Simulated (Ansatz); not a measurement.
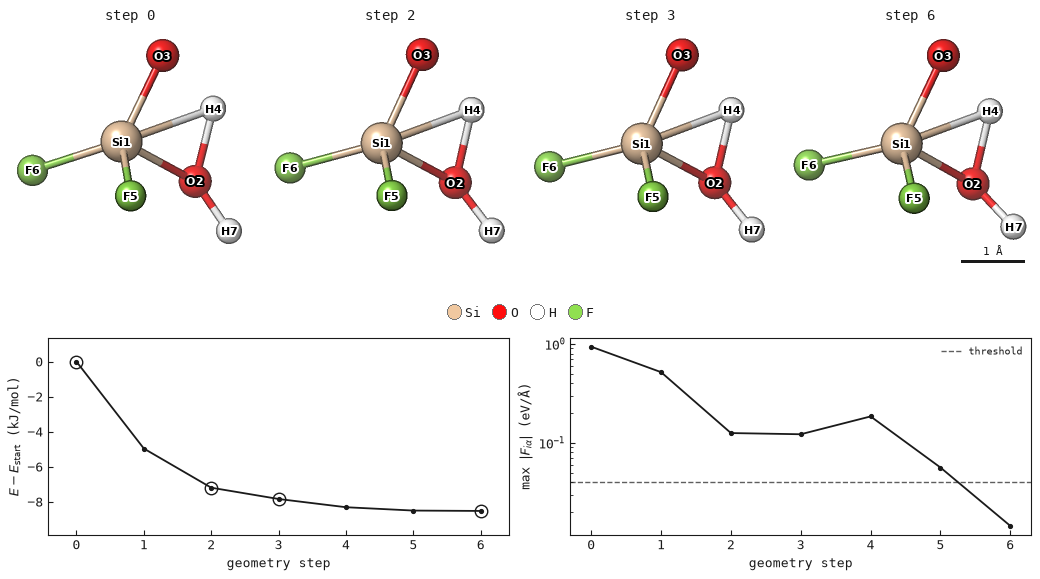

Frames of a constrained relaxation of SiH$_{2}$O$_{2}$F$_{2}$, marked on the history of the run. Style: ball-and-stick. Shown at a tilt.

The reaction that was planned forms O2–H4 and breaks Si1–O2, O3–H4 (atoms numbered from 1 in input order).

All numbers below come from RKS PBE0-D4/def2-SVP (Ansatz 0.2.0).

The input:
```yaml
crystal:
  periodic: [false, false, false]
  atoms:
    - {symbol: Si, position_ang: [-0.493000, 0.049000, 0.482900]}
    - {symbol: O, position_ang: [0.914500, -0.185600, -0.555300]}
    - {symbol: O, position_ang: [-1.261000, -0.845300, -0.516300]}
    - {symbol: H, position_ang: [0.012300, -0.753800, -1.121600]}
    - {symbol: F, position_ang: [-0.680600, 1.620800, 0.632700]}
    - {symbol: F, position_ang: [-0.047300, -0.342400, 1.950400]}
    - {symbol: H, position_ang: [1.555100, 0.457300, -0.872700]}
basis:
  gaussian: {orbitals: def2-SVP}
hamiltonian: {xc: pbe0, dispersion: d4}
relax: {f_tol: 0.04, max_steps: 150, escape_saddle: false, constraints: [{distance: [1, 3]}, {distance: [0, 1]}, {distance: [2, 3]}]}
```

Command:
```bash
ansatz run in.yaml --threads 4 --pin off --events-out ev --progress --plain --max-ram 9574MiB
```

Q: What happens along the run?

A: H7 moves most after the best rigid fit: 0.14 Å. Largest moves by element: H 0.14 Å, F 0.10 Å, O 0.08 Å, Si 0.04 Å. Among the contacts that change: Si1–H4 1.864 → 1.808 Å, Si1–O3 1.545 → 1.575 Å, Si1–F6 1.583 → 1.596 Å, Si1–F5 1.590 → 1.602 Å. Bond angles that change, for instance: H4–O2–H7 131.1° → 120.1°, Si1–O2–H7 129.5° → 122.4°, F5–Si1–F6 101.0° → 104.7°. The energy falls by 8.52 kJ/mol in 6 geometry steps. The largest force component goes from 0.94 to 0.014 eV/Å. From step 0 to 2: F6 moves most (0.06 Å), energy −7.19 kJ/mol. From step 2 to 3: H7 moves most (0.05 Å), energy −0.64 kJ/mol. From step 3 to 6: H7 moves most (0.08 Å), energy −0.68 kJ/mol.
